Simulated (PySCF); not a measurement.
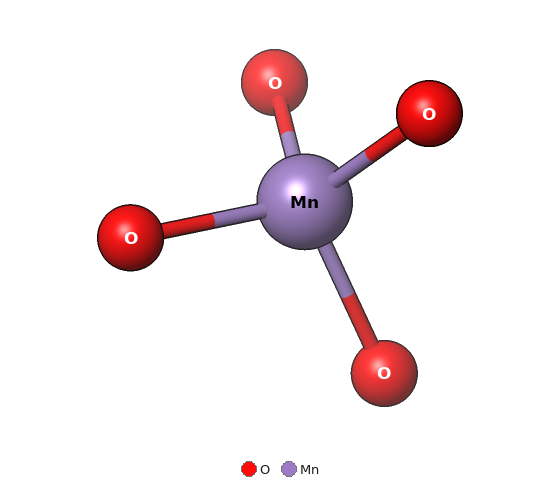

Atoms fade into the background with distance from the viewer. State: charge −1, singlet. Computed geometry: PBE0-D3(BJ)/def2-SVP optimisation. No frequency run is at hand to confirm it as a minimum.

**Which symmetry elements does this geometry have?**

It has 4 C3 axes, 3 C2 axes, 3 S4 axes and 6 mirror planes, so the point group is Td. The group has 24 operations. The geometry is achiral, and symmetry forbids a dipole moment.
